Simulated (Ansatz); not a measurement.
**BClH₄Si (SMILES [SiH3]BCl): density, localisation and related maps**

```xyz
7

B    -0.1594   -0.0268    1.8254
Cl   -1.5005    1.0375    2.1834
Si   -0.3550   -2.0362    1.8701
H    -1.7321   -2.4789    2.2360
H     0.6212   -2.5939    2.8576
H    -0.0021   -2.5847    0.5233
H     0.8747    0.5170    1.5540
```

Geometry: PBE0-D3(BJ)/pcseg-1.

Method: isolated molecule in a Gaussian basis; Kohn-Sham density functional theory, functional PBE0 in Ansatz 0.2.0.

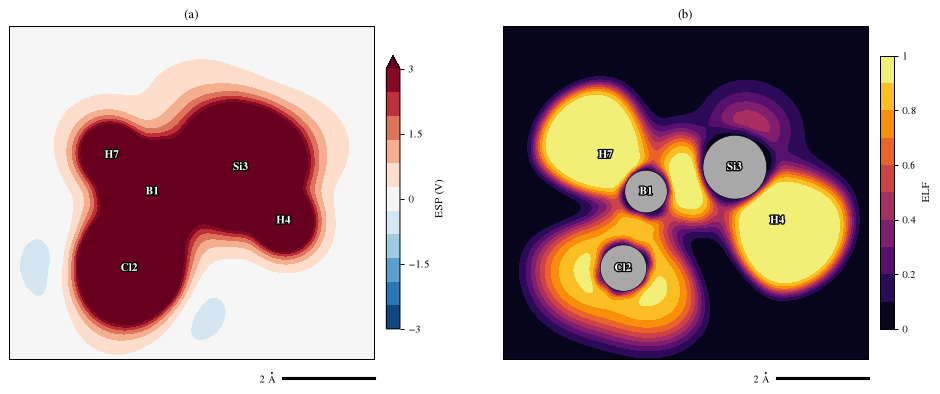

Figure 1. (a) electrostatic potential; (b) ELF on the plane of atoms Cl2, B1 and Si3. Grey discs cover the atomic cores in the ELF map.

### What do the fields say about this system?

Atoms in the plane: B, Cl, Si and H. B–Cl (1.75 Å): the ELF peaks at about 0.90 between the atoms; a shared but strongly polarised pair. Si–B (2.02 Å): the ELF peaks at about 1 between the atoms, as expected for a covalent bond. B–H (1.20 Å): the ELF climbs to about 1 towards the hydrogen, as it does in any bond to H: an ordinary covalent bond to hydrogen. Si–H (1.49 Å): the ELF climbs to about 1 towards the hydrogen. The ELF also peaks beside Cl2, away from the bonds: lone-pair regions. Outside the dense part of the molecule the potential is most negative (−0.3 V) near Cl2.

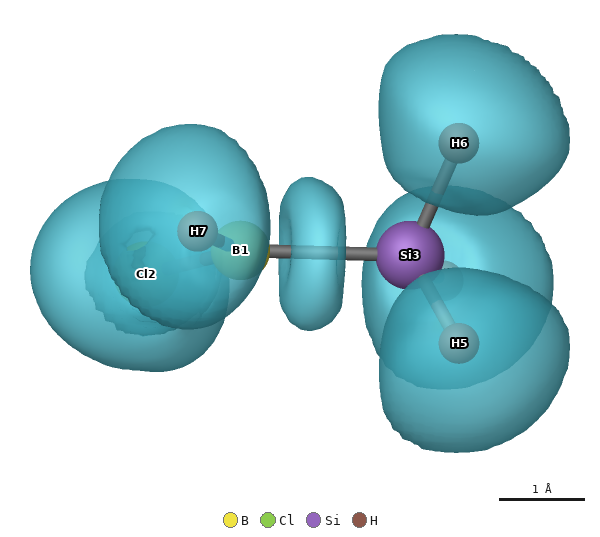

Figure 2. Isosurface of the ELF at 0.8 (cyan), seen from one side. Core shells and regions of very low density are left out.

### Describe the localisation domains.

The ELF exceeds this value in one region between bonded B–Si atoms (shared pairs), four regions around hydrogen nuclei and one region on Cl in which the atom's valence shell and bonds are merged.

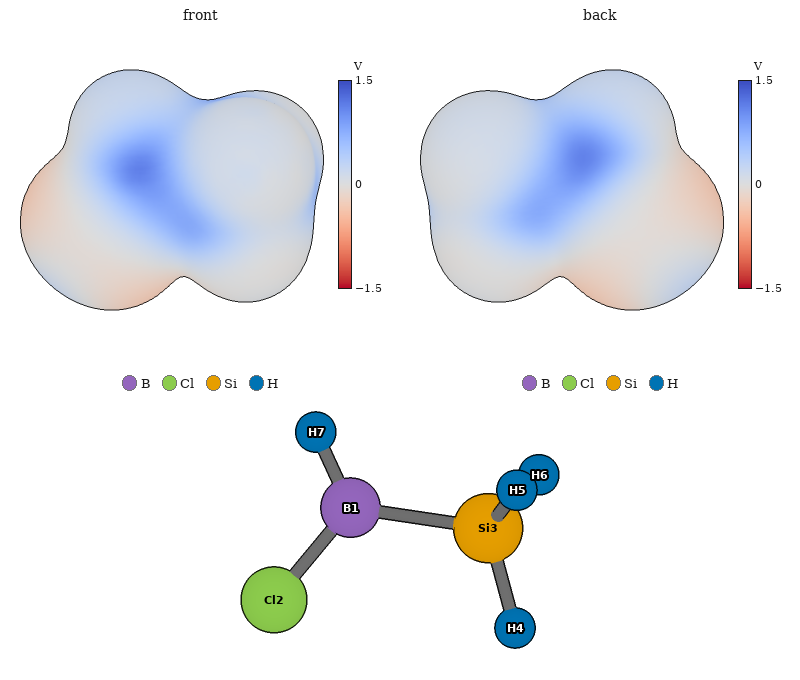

Figure 3. The electrostatic potential painted on the density surface at 0.001 e/bohr³, seen from the front and from behind; red is negative and blue positive. The bare structure is drawn below in the same view.

### Describe the electrostatic potential map.

The most negative region (about −0.3 V, or −7 kcal/mol for a unit charge) lies over Cl2, the most positive (about +1.1 V, or +25 kcal/mol for a unit charge) over B1.
